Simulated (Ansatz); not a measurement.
# A computed series for CdSe: pressure series

Take CdSe in the zinc blende structure (space group F-43m, No. 216; a = 6.1332 Å) as the base.

Cell and atoms are relaxed at each pressure.

All numbers come from r2SCAN (Ansatz, a program for electronic structure), scalar-relativistic without spin-orbit coupling.

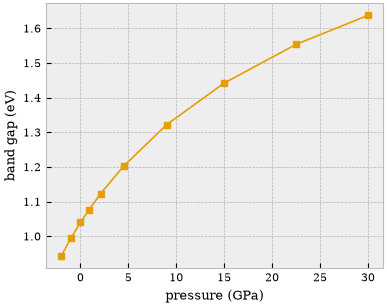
*Band gap against pressure*

```csv
pressure (GPa),band gap
-2,0.94 eV
-1,0.99 eV
0.9,1.08 eV
2.1,1.12 eV
4.5,1.20 eV
9,1.32 eV
15,1.44 eV
22.5,1.55 eV
30,1.64 eV
```

Load acts through the strain it causes; cell and atoms are relaxed under it. No phonon test of stability was made. Tetrahedral semiconductors of this kind turn to denser phases somewhere between about 1 and 50 GPa; those were not computed, so compressed cells here can lie past the real transition.
